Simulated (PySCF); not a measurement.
# C5H5FO: runs on many settings

Which settings matter for C5H5FO (`CC(=O)C1(F)C=C1`)?

Programs: PySCF 2.14.0, with density-fitted response routines of our own. Each step states its level of theory. These are calculated values for one molecule, in the gas phase or a continuum, unless marked as measured. Atoms count from 0, in the outputs and in this text.

**1. Starting geometry**

12 atoms, charge 0, multiplicity 1; geometry from: GFN2-xTB.

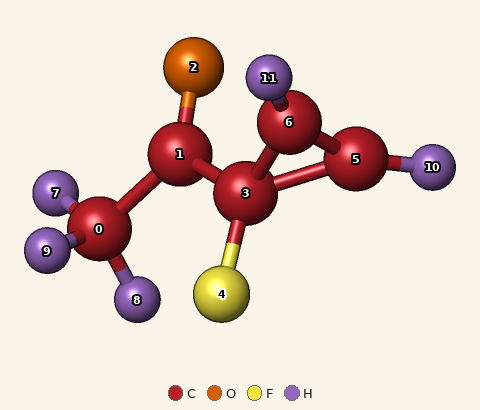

As it starts; carbon red, oxygen orange, fluorine yellow, hydrogen purple, atoms numbered.

**2. Shielding tensors: PBE0/pcSseg-1**

What the job is given:

```
{"job": {"kind": "nmr", "xc": "PBE0", "basis": "pcSseg-1"}, "charge": 0, "multiplicity": 1}
C      1.672782    -0.228375    -0.876777
C      0.636847    -0.473645     0.181482
O      0.775741    -1.238823     1.106702
C     -0.625790     0.301181     0.036928
F     -0.646573     1.141156    -1.070204
C     -1.945778    -0.231420     0.502414
C     -1.440187     0.726271     1.219503
H      2.553816    -0.833064    -0.683720
H      1.257846    -0.470088    -1.853316
H      1.936423     0.827333    -0.887746
H     -2.706195    -0.933788     0.270937
H     -1.467733     1.412577     2.027769
```

Level: GIAO PBE0/pcSseg-1 NMR shielding, non-relativistic, gas phase.

On the command line:

```
$ OMP_NUM_THREADS=1 python probes_run.py task.json out
```

This one command runs all jobs of the session in turn.

Log:

```text
coarse grid: 10704 points
cycle   1  E = -367.8562968526  dE =  1.231e+00  |g| = 9.007e-01  |ddm| = 3.140e+00
cycle   2  E = -367.4022590838  dE =  4.540e-01  |g| = 1.795e+00  |ddm| = 2.893e+00
cycle   3  E = -368.0030308605  dE = -6.008e-01  |g| = 2.001e-01  |ddm| = 2.268e+00
cycle   4  E = -368.0103353689  dE = -7.305e-03  |g| = 8.135e-02  |ddm| = 2.244e-01
cycle   5  E = -368.0113127443  dE = -9.774e-04  |g| = 2.315e-02  |ddm| = 7.568e-02
cycle   6  E = -368.0114144685  dE = -1.017e-04  |g| = 5.001e-03  |ddm| = 2.284e-02
cycle   7  E = -368.0114189885  dE = -4.520e-06  |g| = 1.241e-03  |ddm| = 5.223e-03
final grid: 105712 points
cycle   8  E = -368.0714700389  dE = -1.686e-05  |g| = 1.310e-02  |ddm| = 2.815e-02
cycle   9  E = -368.0713843625  dE =  8.568e-05  |g| = 2.526e-02  |ddm| = 3.041e-02
cycle  10  E = -368.0715027229  dE = -1.184e-04  |g| = 2.325e-03  |ddm| = 2.143e-02
cycle  11  E = -368.0715038269  dE = -1.104e-06  |g| = 3.467e-04  |ddm| = 2.142e-03
cycle  12  E = -368.0715038406  dE = -1.373e-08  |g| = 1.547e-04  |ddm| = 3.984e-04
cycle  13  E = -368.0715038444  dE = -3.774e-09  |g| = 2.364e-05  |ddm| = 1.253e-04
cycle  14  E = -368.0715038445  dE = -1.173e-10  |g| = 8.349e-06  |ddm| = 3.558e-05
converged SCF energy = -368.0715038445

GIAO shielding tensors (ppm)
atom      isotropic    diamagn.    paramagn.     s11        s22        s33       span
  0 C      155.085     251.202     -96.117    131.026    147.340    186.887     55.861
  1 C      -26.491     247.110    -273.601   -104.739    -69.429     94.696    199.435
  2 O     -325.144     400.039    -725.183   -935.871   -387.920    348.359   1284.229
  3 C      107.147     237.178    -130.032     50.426     61.281    209.734    159.307
  4 F      338.695     476.612    -137.917    246.798    351.614    417.675    170.877
  5 C       65.106     256.979    -191.873    -57.746     78.879    174.185    231.931
  6 C       65.105     256.966    -191.860    -57.744     78.881    174.179    231.922
  7 H       29.497      28.614       0.883     26.291     27.536     34.666      8.375
  8 H       28.911      29.268      -0.357     25.401     28.927     32.406      7.005
  9 H       28.904      29.281      -0.376     25.386     28.952     32.375      6.990
 10 H       24.593      32.521      -7.928     22.707     24.704     26.368      3.661
 11 H       24.593      32.520      -7.926     22.706     24.705     26.369      3.663
```

Wall time 19 s (1 thread of Arm Neoverse V1, shared host); peak memory 0.69 GiB.

Shifts follow as δ = σ(reference) − σ, with reference shieldings (ppm) from runs at the same level and on the same kind of geometry: 1H TMS 31.72, 13C TMS 186.9, 19F CFCl3 170.9, 17O H2O 336.1. The references are single molecules in the gas phase, so shifts against H2O, NH3, PH3, H3PO4 or CFCl3 are not on the usual liquid scales and can be off by tens of ppm. Atoms listed in one row are averaged.

```
     atoms                                   environment  σ (ppm)  δ (ppm)  δ scaled to CDCl3
        C1                        ketone carbonyl carbon    -26.5    213.4              206.4
    C5, C6                                     alkene CH     65.1    121.8              117.0
        C3  three-membered-ring carbon bearing a halogen    107.1     79.8               75.9
        C0                 methyl carbon α to a carbonyl    155.1     31.8               29.2
  H10, H11                      hydrogen on an alkene CH    24.59     7.12               6.82
H7, H8, H9   hydrogen on a methyl carbon α to a carbonyl    29.10     2.61               2.57
        O2                                 ketone oxygen   -325.1    661.2                  –
        F4                     fluorine on an sp3 carbon    338.7   -167.7                  –
```

The scaled column applies a straight-line fit of computed shieldings to shifts measured in CDCl3; 19F shifts take a fit of their own (root-mean-square error 0.16 ppm for H, 1.9 ppm for C).

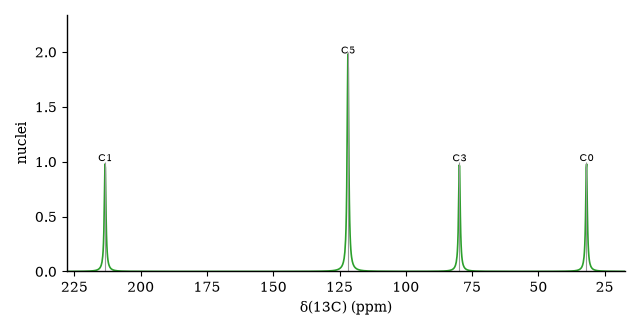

13C lines at the computed shifts, without couplings. Lines are broadened to a width of 0.73 ppm (Lorentzian).

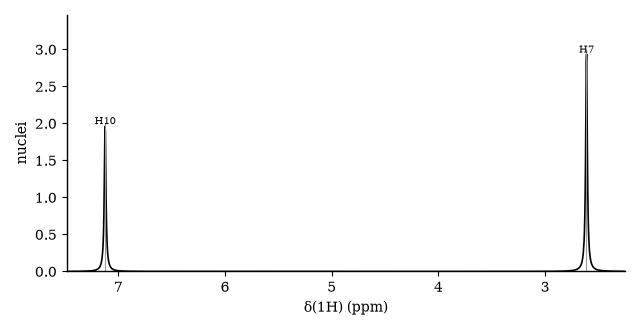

1H lines at the computed shifts, without couplings. Lines are broadened to a width of 0.02 ppm (Lorentzian).

The run also stored atomic charges by several schemes (e):

```
 atoms  Mulliken    IAO  Hirshfeld  ESP fit
    C0     -0.25  -0.48      -0.13    -0.54
    C1      0.18   0.37       0.15     0.60
    O2     -0.35  -0.42      -0.25    -0.51
    C3      0.13   0.22       0.06     0.15
    F4     -0.32  -0.33      -0.13    -0.24
C5, C6      0.00  -0.12      -0.03    -0.19
```

Mulliken charges:

```
atom  value (e)
  C0      -0.25
  C1       0.18
  O2      -0.35
  C3       0.13
  F4      -0.32
  C5       0.00
  C6       0.00
  H7       0.14
  H8       0.14
  H9       0.14
 H10       0.09
 H11       0.09
```

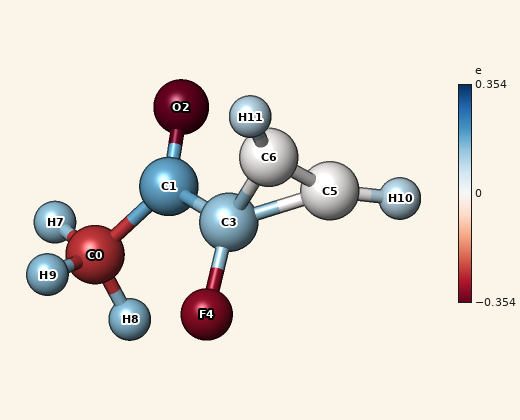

Mulliken charges, as colours on the atoms.

Mayer bond orders: C0–C1 1.02, C1–O2 2.04, C1–C3 0.86, C3–F4 0.90, C3–C5 0.94, C5–C6 1.65, C6–C3 0.94.

Ring of atoms C3, C5, C6: NICS(0) -32.1, NICS(1) -9.3, NICS(1)zz -19.2 ppm (means of both faces).

The two faces differ (NICS(1)zz -15.6 and -22.7 ppm, in the same order).

In rings of three or four atoms NICS is ruled by the nearby σ bonds, so it says little on aromaticity.

The fields below are evaluated on a grid from the run's orbitals.

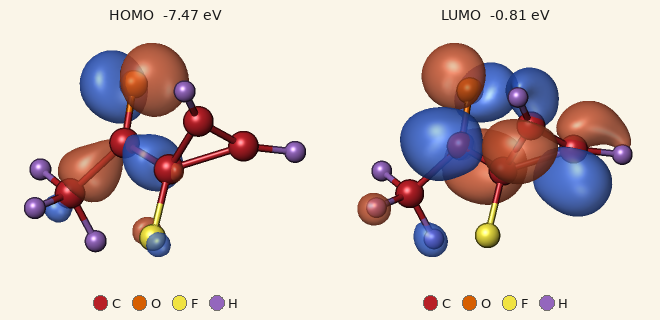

Frontier orbitals at PBE0/pcSseg-1; each surface holds 70 % of the orbital's density, blue and red mark the sign.

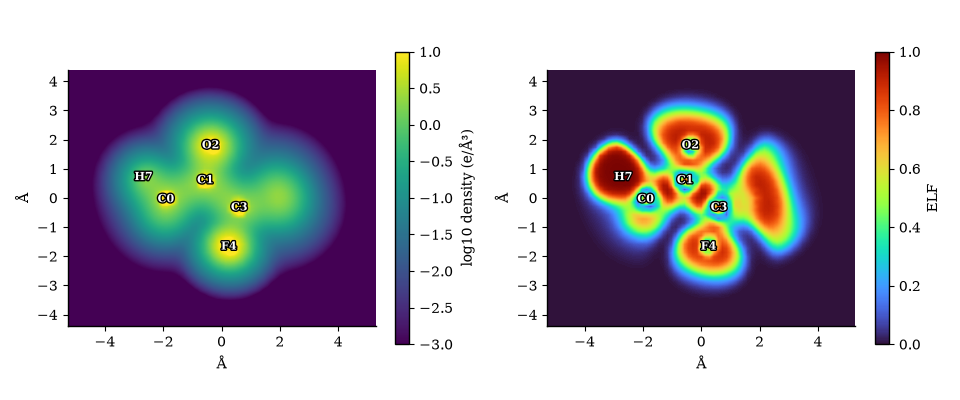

Density (left) and ELF (right) in a plane through or near 6 of the atoms.

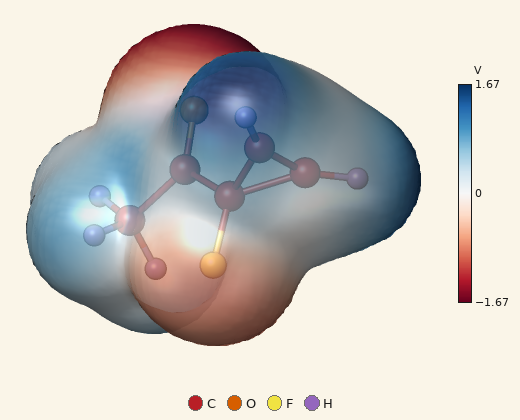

Electrostatic potential on the surface of density 0.002 e/bohr³; red is low, blue high. It runs from -1.67 V near O2 to 1.53 V near H10.

**3. Ultraviolet spectrum: PBE0/def2-SVPD**

The job, as its differences from that of step 2:

```diff
@@ -1,2 +1,2 @@
-{"job": {"kind": "nmr", "xc": "PBE0", "basis": "pcSseg-1"}, "charge": 0, "multiplicity": 1}
+{"job": {"kind": "uv", "xc": "PBE0", "basis": "def2-SVPD", "nstates": 6, "ntriplets": 2}, "charge": 0, "multiplicity": 1}
 C      1.672782    -0.228375    -0.876777
```

Level: TDDFT PBE0/def2-SVPD, vertical, gas phase, core orbitals frozen in the response.

Log:

```text
coarse grid: 10704 points
cycle   1  E = -367.6512046453  dE =  1.169e+00  |g| = 8.551e-01  |ddm| = 5.304e+00
cycle   2  E = -367.1954280815  dE =  4.558e-01  |g| = 1.754e+00  |ddm| = 3.293e+00
cycle   3  E = -367.7918626664  dE = -5.964e-01  |g| = 1.831e-01  |ddm| = 2.575e+00
cycle   4  E = -367.7980287882  dE = -6.166e-03  |g| = 8.006e-02  |ddm| = 2.914e-01
cycle   5  E = -367.7990731028  dE = -1.044e-03  |g| = 2.205e-02  |ddm| = 9.073e-02
cycle   6  E = -367.7991706778  dE = -9.758e-05  |g| = 4.550e-03  |ddm| = 3.395e-02
cycle   7  E = -367.7991747173  dE = -4.039e-06  |g| = 1.111e-03  |ddm| = 7.784e-03
final grid: 105712 points
cycle   8  E = -367.8589555983  dE = -1.425e-05  |g| = 1.238e-02  |ddm| = 1.025e-01
cycle   9  E = -367.8588777374  dE =  7.786e-05  |g| = 2.367e-02  |ddm| = 3.897e-02
cycle  10  E = -367.8589858001  dE = -1.081e-04  |g| = 2.297e-03  |ddm| = 2.512e-02
cycle  11  E = -367.8589869036  dE = -1.103e-06  |g| = 3.481e-04  |ddm| = 3.429e-03
cycle  12  E = -367.8589869211  dE = -1.753e-08  |g| = 1.309e-04  |ddm| = 4.682e-04
cycle  13  E = -367.8589869242  dE = -3.102e-09  |g| = 2.080e-05  |ddm| = 1.818e-04
cycle  14  E = -367.8589869243  dE = -9.413e-11  |g| = 8.542e-06  |ddm| = 5.283e-05
converged SCF energy = -367.8589869243

Static polarisability (au): isotropic 58.639, principal 51.340 55.432 69.145

Singlet excitations
state   eV       nm        f      main configurations
  1   4.4194    280.5   0.00051   H->L 0.87, H->L+1 0.12
  2   5.6977    217.6   0.00149   H->L+1 0.87, H->L 0.12
  3   6.1336    202.1   0.01261   H-1->L+1 0.52, H-1->L 0.46
  4   6.6146    187.4   0.00315   H-2->L 0.89, H-2->L+1 0.08
  5   6.7718    183.1   0.14552   H-1->L 0.49, H-1->L+1 0.46
  6   7.2890    170.1   0.01699   H->L+2 0.95

Triplet excitations (Tamm-Dancoff, eV): 3.8517 4.7937
```

Wall time 28 s (1 thread of Arm Neoverse V1, shared host); peak memory 0.75 GiB.

The orbitals next to the gap, with their largest atomic shares:

```
orbital      eV                      atoms
 HOMO−3  -10.61  O2 35 %, C0 19 %, C1 17 %
 HOMO−2   -8.99   C5 34 %, C6 34 %, F4 8 %
 HOMO−1   -8.56  C3 26 %, F4 21 %, C5 15 %
   HOMO   -7.54  O2 60 %, C1 12 %, C0 10 %
   LUMO   -0.93  C1 26 %, O2 25 %, C5 13 %
 LUMO+1   -0.49  C5 30 %, C6 30 %, C1 12 %
 LUMO+2    0.86   C0 23 %, C1 11 %, C5 9 %
```

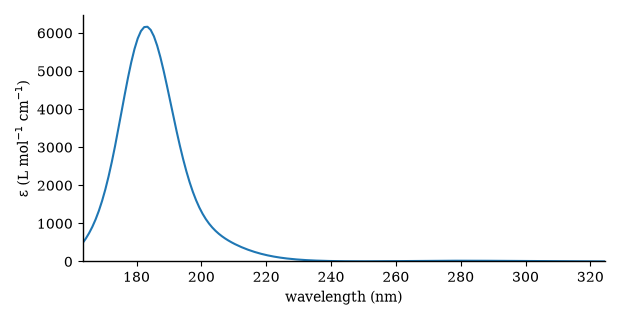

Absorption spectrum: each of the 6 states is a Gaussian band of 0.4 eV half-width at 1/e. Beyond the last state computed it falls off for lack of states.

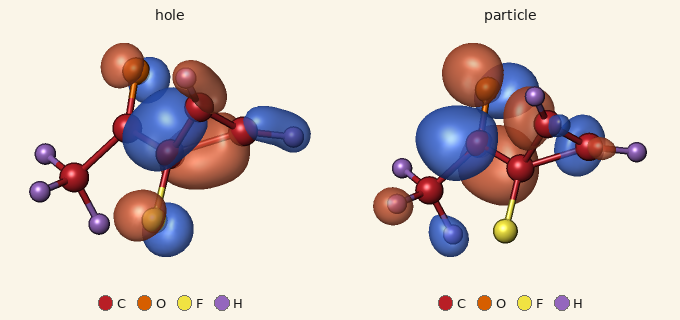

Leading natural transition orbitals of singlet state 5: the electron leaves the hole (left) for the particle orbital (right).

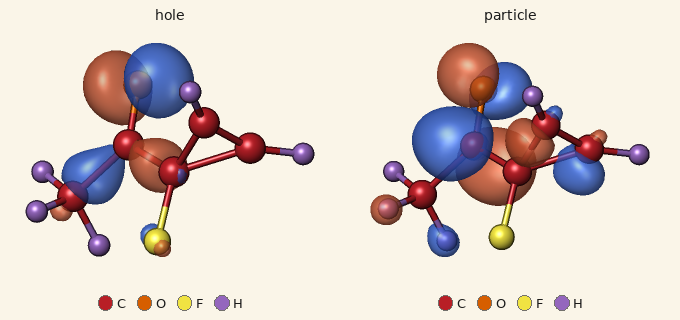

Leading natural transition orbitals of singlet state 1: the electron leaves the hole (left) for the particle orbital (right).

Further results of this job:

```
           property  computed
  dipole moment (D)      1.49
polarisability (Å³)      8.69
 HOMO–LUMO gap (eV)      6.62
      −ε(HOMO) (eV)      7.54
```

**4. Shielding tensors: B97-D/pcSseg-1**

The job, as its differences from that of step 3:

```diff
@@ -1,2 +1,2 @@
-{"job": {"kind": "uv", "xc": "PBE0", "basis": "def2-SVPD", "nstates": 6, "ntriplets": 2}, "charge": 0, "multiplicity": 1}
+{"job": {"kind": "nmr", "xc": "B97-D", "basis": "pcSseg-1", "pop": false, "scf": {"aux": "cc-pvdz-ri", "max_cycle": 97}, "gauge": [2, 0, 0]}, "charge": 0, "multiplicity": 1}
 C      1.672782    -0.228375    -0.876777
```

With the program's defaults for keys left out, this is: common gauge origin B97-D/pcSseg-1 NMR shielding, non-relativistic, gas phase.

Log:

```text
final grid: 105712 points
cycle   1  E = -368.0498110514  dE =  1.066e+00  |g| = 1.036e+00  |ddm| = 3.182e+00
cycle   2  E = -364.9702780659  dE =  3.080e+00  |g| = 2.927e+00  |ddm| = 3.622e+00
cycle   3  E = -367.9475514085  dE = -2.977e+00  |g| = 1.040e+00  |ddm| = 3.544e+00
cycle   4  E = -368.2261068185  dE = -2.786e-01  |g| = 3.067e-01  |ddm| = 9.523e-01
cycle   5  E = -368.2399915984  dE = -1.388e-02  |g| = 2.136e-01  |ddm| = 3.179e-01
cycle   6  E = -368.2504597001  dE = -1.047e-02  |g| = 5.037e-02  |ddm| = 2.555e-01
cycle   7  E = -368.2508321394  dE = -3.724e-04  |g| = 3.463e-02  |ddm| = 7.535e-02
cycle   8  E = -368.2510572282  dE = -2.251e-04  |g| = 7.916e-03  |ddm| = 3.333e-02
cycle   9  E = -368.2510690095  dE = -1.178e-05  |g| = 3.249e-03  |ddm| = 9.106e-03
cycle  10  E = -368.2510713523  dE = -2.343e-06  |g| = 5.935e-04  |ddm| = 3.912e-03
cycle  11  E = -368.2510713915  dE = -3.914e-08  |g| = 4.443e-04  |ddm| = 9.047e-04
cycle  12  E = -368.2510714350  dE = -4.353e-08  |g| = 1.837e-04  |ddm| = 4.299e-04
cycle  13  E = -368.2510714422  dE = -7.141e-09  |g| = 5.575e-05  |ddm| = 1.842e-04
cycle  14  E = -368.2510714428  dE = -6.593e-10  |g| = 1.834e-05  |ddm| = 5.483e-05
converged SCF energy = -368.2510714428

GIAO shielding tensors (ppm)
atom      isotropic    diamagn.    paramagn.     s11        s22        s33       span
  0 C      180.449     432.014    -251.565    159.688    183.179    198.480     38.792
  1 C       27.000     522.287    -495.287    -55.944    -25.859    162.803    218.747
  2 O     -290.419     480.659    -771.078   -848.036   -357.721    334.499   1182.535
  3 C      144.213     499.792    -355.579     91.624    117.126    223.890    132.265
  4 F      319.903     520.496    -200.593    237.257    329.953    392.499    155.242
  5 C       50.376     222.532    -172.156    -36.994     55.646    132.478    169.472
  6 C       65.938     295.827    -229.889    -10.538     56.873    151.479    162.016
  7 H       49.459     129.165     -79.706     40.500     48.714     59.162     18.662
  8 H       38.947      62.556     -23.609     21.614     34.891     60.337     38.723
  9 H       53.259     152.739     -99.479     39.928     56.362     63.488     23.560
 10 H       -8.078    -166.953     158.875    -37.374    -27.791     40.932     78.305
 11 H       11.358     -55.167      66.525    -19.150      0.801     52.423     71.572
```

It took 12 s on 1 thread of Arm Neoverse V1, shared host; peak memory 0.49 GiB.

The run ended normally, but its values are not to be used for the molecule: the fitting basis cc-pvdz-ri is not made for Coulomb and exchange fitting here; a common gauge origin replaces GIAOs, so the shieldings depend on where the origin lies. Its shieldings differ from those of step 2 (PBE0/pcSseg-1) by up to 53 ppm (C1).

**5. Nuclear shieldings: X3LYP/pcSseg-1 in chloroform**

The job, as its differences from that of step 4:

```diff
@@ -1,2 +1,2 @@
-{"job": {"kind": "nmr", "xc": "B97-D", "basis": "pcSseg-1", "pop": false, "scf": {"aux": "cc-pvdz-ri", "max_cycle": 97}, "gauge": [2, 0, 0]}, "charge": 0, "multiplicity": 1}
+{"job": {"kind": "nmr", "xc": "X3LYP", "basis": "pcSseg-1", "solvent": "chloroform", "pop": false}, "charge": 0, "multiplicity": 1}
 C      1.672782    -0.228375    -0.876777
```

Method: GIAO X3LYP/pcSseg-1 NMR shielding, non-relativistic, IEF-PCM chloroform.

Log:

```text
coarse grid: 10704 points
cycle   1  E = -368.1091880058  dE =  1.193e+00  |g| = 9.437e-01  |ddm| = 3.128e+00
cycle   2  E = -367.6491703691  dE =  4.600e-01  |g| = 1.832e+00  |ddm| = 2.820e+00
cycle   3  E = -368.2624147459  dE = -6.132e-01  |g| = 2.029e-01  |ddm| = 2.189e+00
cycle   4  E = -368.2702565174  dE = -7.842e-03  |g| = 7.665e-02  |ddm| = 2.046e-01
cycle   5  E = -368.2711235626  dE = -8.670e-04  |g| = 2.426e-02  |ddm| = 6.738e-02
cycle   6  E = -368.2712314192  dE = -1.079e-04  |g| = 4.798e-03  |ddm| = 2.351e-02
cycle   7  E = -368.2712352309  dE = -3.812e-06  |g| = 1.339e-03  |ddm| = 4.114e-03
final grid: 105712 points
cycle   8  E = -368.3410520946  dE = -2.516e-05  |g| = 8.539e-03  |ddm| = 1.996e-02
cycle   9  E = -368.3410285077  dE =  2.359e-05  |g| = 1.442e-02  |ddm| = 1.671e-02
cycle  10  E = -368.3410657176  dE = -3.721e-05  |g| = 2.052e-03  |ddm| = 1.146e-02
cycle  11  E = -368.3410664940  dE = -7.764e-07  |g| = 2.991e-04  |ddm| = 1.778e-03
cycle  12  E = -368.3410665052  dE = -1.115e-08  |g| = 1.355e-04  |ddm| = 3.290e-04
cycle  13  E = -368.3410665083  dE = -3.128e-09  |g| = 2.115e-05  |ddm| = 1.042e-04
cycle  14  E = -368.3410665084  dE = -9.345e-11  |g| = 6.805e-06  |ddm| = 2.621e-05
converged SCF energy = -368.3410665084

GIAO shielding tensors (ppm)
atom      isotropic    diamagn.    paramagn.     s11        s22        s33       span
  0 C      149.954     250.275    -100.321    125.129    141.396    183.339     58.210
  1 C      -37.242     247.172    -284.414   -111.906    -90.083     90.264    202.170
  2 O     -287.776     402.433    -690.210   -852.703   -354.129    343.503   1196.206
  3 C       99.821     238.330    -138.509     42.590     52.886    203.987    161.396
  4 F      338.931     478.064    -139.133    244.900    355.829    416.063    171.164
  5 C       60.404     256.007    -195.602    -64.665     75.489    170.389    235.053
  6 C       60.403     255.998    -195.594    -64.663     75.488    170.385    235.048
  7 H       29.618      28.516       1.102     26.492     27.762     34.602      8.110
  8 H       28.858      29.293      -0.435     25.432     28.912     32.230      6.798
  9 H       28.850      29.308      -0.457     25.415     28.935     32.200      6.784
 10 H       24.506      32.323      -7.817     22.694     24.430     26.394      3.700
 11 H       24.506      32.323      -7.817     22.693     24.431     26.395      3.702
```

It took 14 s on 1 thread of Arm Neoverse V1, shared host; peak memory 0.79 GiB.

In short: δ C1 220.1, C5 122.4, C3 83.0, C0 32.9, H10 7.29, H7 2.69 ppm (means over like atoms).

(Part 1 of 2 ends here.)
